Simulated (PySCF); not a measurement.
# C₄H₉FSSi₂: what the fields show

```xyz
17

F    -2.1505    1.1580    2.2654
C    -2.0763    1.1252    0.8949
C    -3.0806    0.1749    0.2016
C    -1.8608   -0.5156   -0.3359
C    -0.9808    0.2593    0.3122
Si    0.8646    0.3284    0.5418
S     1.6366   -1.0952   -0.8748
Si    3.7488   -1.0201   -0.5235
H    -2.0921    2.1649    0.5560
H    -3.7482    0.6347   -0.5261
H    -3.6610   -0.4146    0.9096
H    -1.7496   -1.3385   -1.0167
H     1.3861    1.6544    0.2106
H     1.2717   -0.0729    1.8854
H     4.0039   -1.4098    0.8576
H     4.2786   -1.9667   -1.4872
H     4.2025    0.3459   -0.7548
```

Geometry: GFN2-xTB.

These are results of PySCF 2.14.0, B3LYP/def2-SVPD, SCF density, gas phase, not measurements.

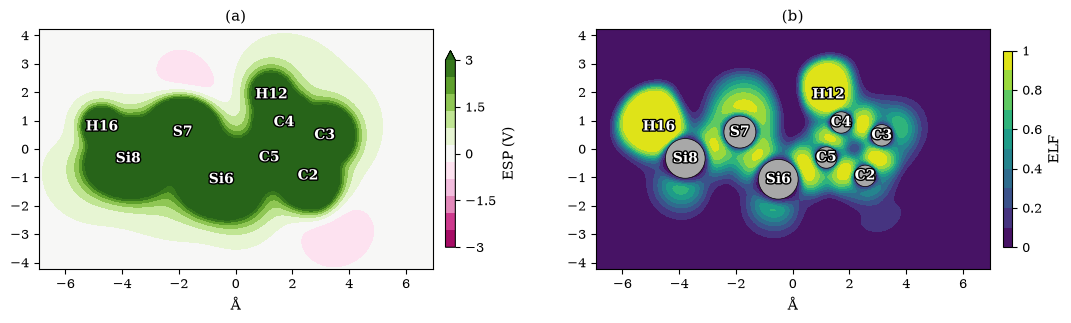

Figure 1. (a) molecular electrostatic potential; (b) ELF on the plane of atoms C3, C4 and H12. Grey discs cover the atomic cores in the ELF map.

### What do the fields say about this system?

- The section cuts through C, Si, S and H sites.
- C–C (1.34 Å): the ELF peaks at about 0.90 between the atoms; a multiple bond.
- C–Si (1.86 Å): the ELF peaks at about 1 between the atoms, as expected for a shared electron pair.
- Si–S (2.14 Å): the ELF peaks at about 0.90 between the atoms: a covalent bond.
- C–H (1.07 Å): the ELF climbs to about 1 towards the hydrogen, as it does in any bond to H; an ordinary covalent bond to hydrogen.
- C–C (1.50 Å): the ELF peaks at about 0.95 between the atoms; a shared electron pair.
- The ELF also peaks beside S7, away from the bonds: lone-pair regions.
- Outside the dense part of the molecule the potential is most negative (−0.5 V) near F1, which lies off the plane.

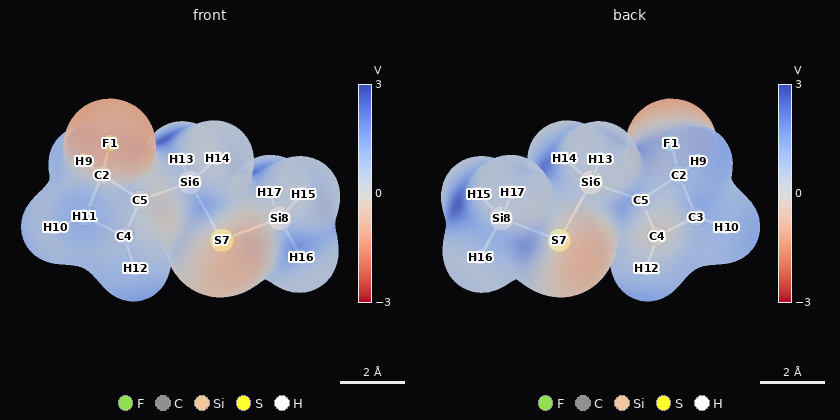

Figure 2. The molecular electrostatic potential painted on the density surface at 0.004 e/bohr³, seen from the front and from behind; the colour scale runs from red (negative) to blue (positive).

### Which sites attract a positive test charge, and which a negative one?

A positive charge is drawn to the negative regions and a negative charge to the positive ones. The most negative region (about −1.1 V) lies over F1, the most positive (about +2.5 V) over Si6 and Si8.
